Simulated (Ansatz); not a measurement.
## Amorphous Si18B8C12N26

The cell was made by melting and quenching with the CHGNet potential and then relaxed with DFT. N atoms were pushed apart under 1.9 Å during the dynamics, to hinder bonds among them. The hot cell started wider than the set density and was brought back towards it in steps. It is the lowest in DFT energy of 2 quenches. It is a model cell: composition and starting density were chosen by hand, and all elements were melted together. No dispersion term was used.

Methods: PBE, scalar-relativistic without spin-orbit coupling (Ansatz, a program for electronic structure); r2SCAN, scalar-relativistic without spin-orbit coupling (Ansatz); HSE06, scalar-relativistic without spin-orbit coupling (Ansatz). Geometry, pressure, stress and energy are those of the PBE run. Its sampling: a 2×2×2 Γ-centred mesh; Fermi-Dirac width 0.02 eV; no spin polarisation. Other functionals are single points at the zone centre (r2SCAN at 500 eV; exact exchange cut at the cell's faces), free to take moments where seeds were set.

The number of atoms in the cell comes out as 64 and the density (held, not predicted) is 2.20 g/cm³. The volume per atom is 87.6 bohr³. The pressure on a 2×2×2 Γ-centred mesh comes out as -1.49 GPa and the largest force and stress component on that mesh (the relaxation ran on the zone centre alone) is 0.27 eV/Å and 1.6 GPa. The gap on a 2×2×2 Γ-centred mesh (PBE) comes out as 0.49 eV and the gap at the zone centre (PBE) comes out as 0.65 eV. The gap at the zone centre (r2SCAN) is 0.72 eV and the gap at the zone centre (HSE06) is 1.22 eV.

Bonds are counted up to Si-Si 2.60 Å, Si-B 2.28 Å, Si-C 2.19 Å, Si-N 2.14 Å, B-B 1.97 Å, B-C 1.87 Å, B-N 1.82 Å, C-C 1.78 Å, C-N 1.66 Å, N-N 1.70 Å. Two cations that share two anions don't count as bonded, nor two that share one unless they lie closer than Si-Si 2.38 Å, Si-B 2.09 Å, Si-C 2.00 Å, B-B 1.80 Å, B-C 1.71 Å, C-C 1.63 Å.

```
Property                                                          Value
-----------------------  ----------------------------------------------
Mean coordination of Si            3.61 (2 with 2, 3 with 3, 13 with 4)
Mean coordination of B              3.00 (1 with 2, 6 with 3, 1 with 4)
Mean coordination of C              3.08 (1 with 2, 9 with 3, 2 with 4)
Mean coordination of N   2.85 (1 with 1, 3 with 2, 21 with 3, 1 with 4)
Mean Si-N bond                     1.776 Å (spread 0.072 Å, 47 counted)
Mean B-N bond                      1.468 Å (spread 0.072 Å, 18 counted)
```

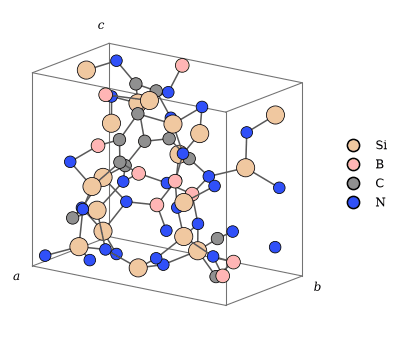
*The relaxed cell*

Its density started from a set value of 2.20 g/cm³. Cooling (nominally 630 K/ps over its main leg) ran many orders faster than in experiment, which tends to leave more defects and strain. One small periodic cell is one sample of the glass; other quenches scatter about these values. The volume was held where the preparation left it and the shape relaxed, at a PBE pressure of -1.5 GPa (tension). Stress components on the final sampling reach 1.6 GPa. On a 2×2×2 Γ-centred mesh force components of up to 0.27 eV/Å stay, since the relaxation ran on the zone centre alone.
